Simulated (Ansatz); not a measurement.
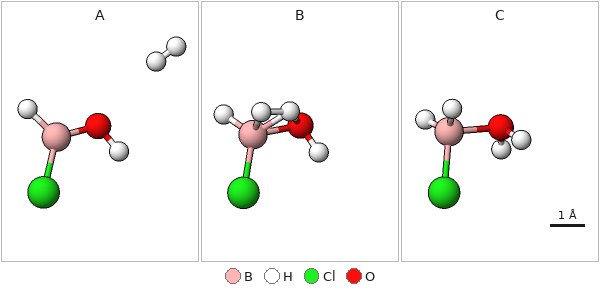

3 geometries from a converged minimum-energy path of BH₄OCl, shuffled. A ball-and-stick model, seen at a tilt.

Level of theory: RKS PBE/6-31G* in Ansatz 0.2.0. Settings: 7 movable images; climbing image; force threshold 0.03 eV/Å; iteration limit 60; starting path through a guess of the saddle point.

**Which frame is the transition state?**

B. In order along the path, whose images run from 0 to 8: C (image 0, 0.00 eV), B (image 2, +1.01 eV), A (image 8, −0.80 eV). Breaking: B–H (1.21 → 4.56 Å), H–O (0.99 → 2.61 Å). Forming: H–H (2.46 → 0.75 Å).
